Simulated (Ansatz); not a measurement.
**H$_{4}$O$_{2}$Si: density, localisation and related maps**

```tsv
atom	x (Å)	y (Å)	z (Å)
Si	0.1035	-0.0166	0.1837
H	0.3264	-0.0453	1.6230
O	1.7112	-0.2041	-0.1508
H	2.2244	-0.7597	0.4578
H	-0.3523	1.2266	-0.4763
O	-0.9527	-1.1562	-0.3528
H	-0.9781	-2.0129	0.1097
```

Not at a stationary point (largest force 1.3 eV/Å).

Level of theory: RKS LDA/def2-mTZVP in Ansatz 0.2.0.

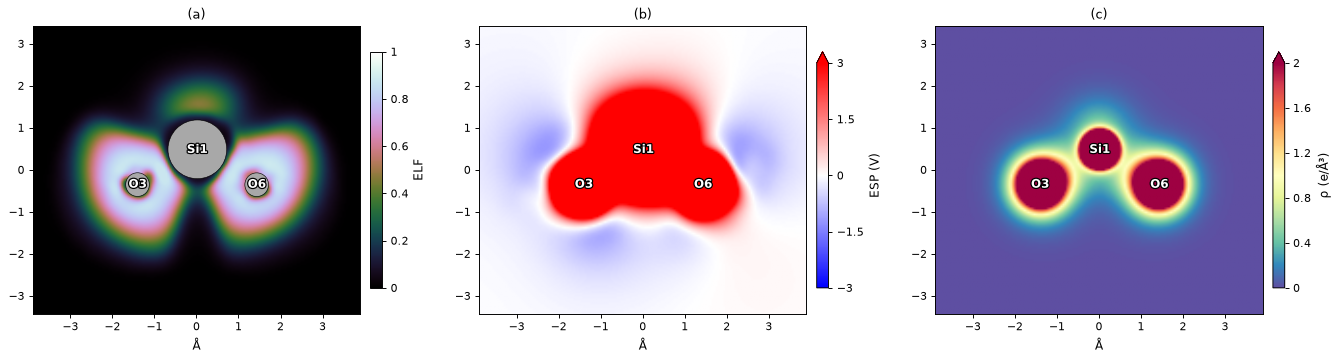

Figure 1. (a) electron localisation function; (b) electrostatic potential; (c) total electron density on the plane of atoms O3, Si1 and O6. Grey discs cover the atomic cores in the ELF map.

Interpret the plot.

- The plane passes through Si and O nuclei.
- Si–O (1.64 Å): the density is about 1.2 e/Å³ at the midpoint; the ELF peaks at about 0.85 between the atoms, as expected for a shared but strongly polarised pair.
- The ELF also peaks beside O3 and O6, away from the bonds: lone-pair regions.
- Outside the dense part of the molecule the potential is most negative (−1.2 V) near O3.

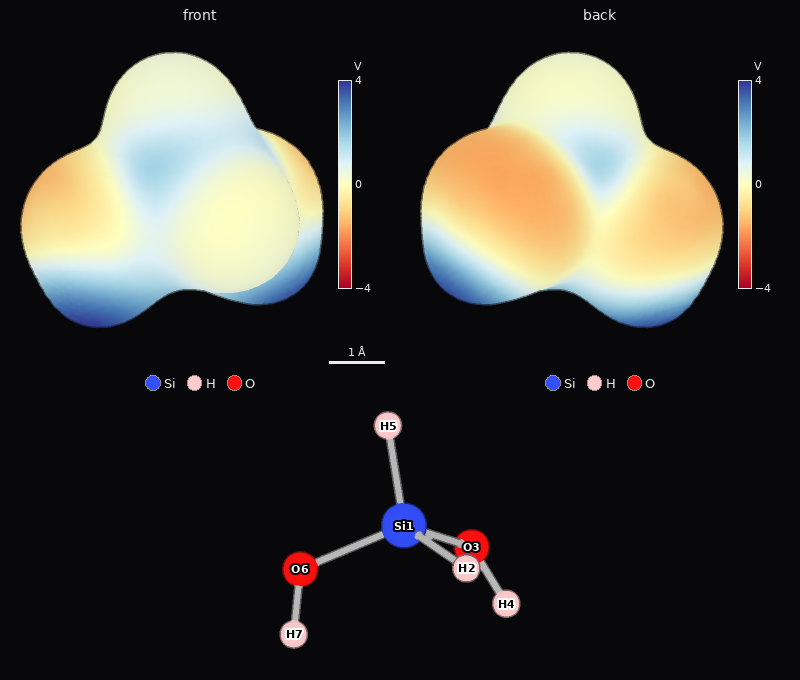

Figure 2. The electrostatic potential painted on the density surface at 0.004 e/bohr³, seen from the front and from behind; the colour scale runs from red (negative) to blue (positive). The bare structure is drawn below in the same view.

Which sites attract a positive test charge, and which a negative one?

A positive charge is drawn to the negative regions and a negative charge to the positive ones. The most negative region (about −1.6 V) lies over O3, the most positive (about +3.8 V) over H7. O3 is the likeliest acceptor of a hydrogen bond.

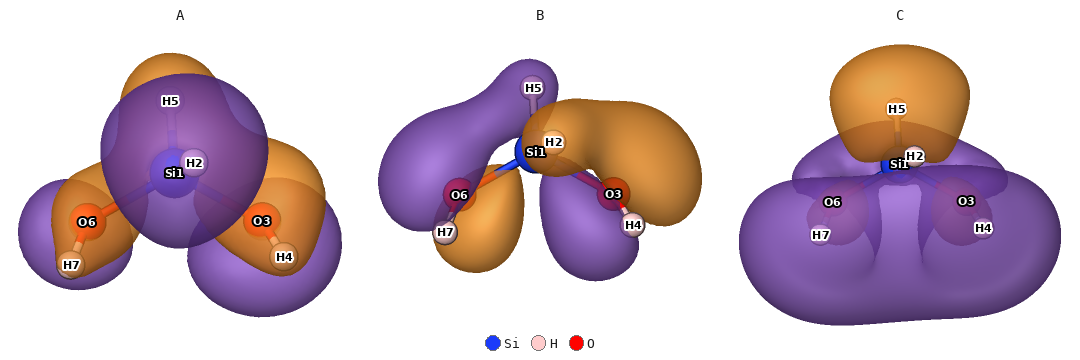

Figure 3. Three frontier orbitals at ±0.06 Å⁻³ᐟ² (orange and purple are the two phases), in no order.

Which picture is the HOMO−1, the HOMO and the LUMO?

B is the HOMO−1 (−7.71 eV). By Hirshfeld shares it lies mainly on O3 (about 50 %) and O6 (about 35 %); largely a combination of lone pairs on O3 and O6. A is the HOMO (−7.14 eV). Its weight (Hirshfeld) is mainly on O3 (about 40 %), H2 (about 20 %), Si1 (about 20 %) and O6 (about 10 %). C is the LUMO (−0.77 eV). Its weight (Hirshfeld) is mainly on Si1 (about 35 %), H7 (about 20 %), H4 (about 15 %), O6 (about 10 %) and O3 (about 10 %).

What is the HOMO–LUMO gap?

6.37 eV between the orbital energies.

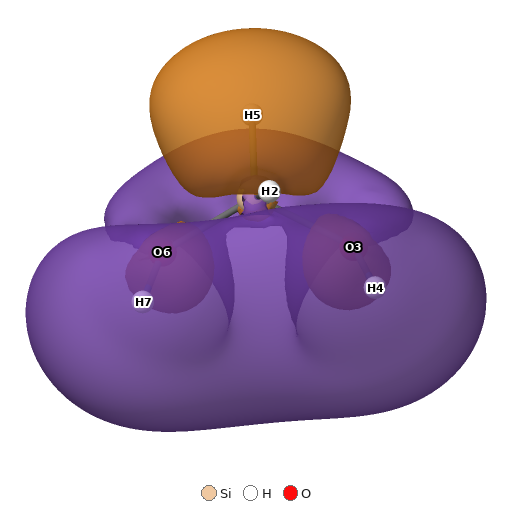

Figure 4. The LUMO at ±0.06 Å⁻³ᐟ² (orange and purple are the two phases), seen at a tilt.

Where does this orbital lie, and at what energy?

By Hirshfeld shares it lies mainly on Si1 (about 35 %), H7 (about 20 %), H4 (about 15 %), O6 (about 10 %) and O3 (about 10 %). Its energy is −0.77 eV.
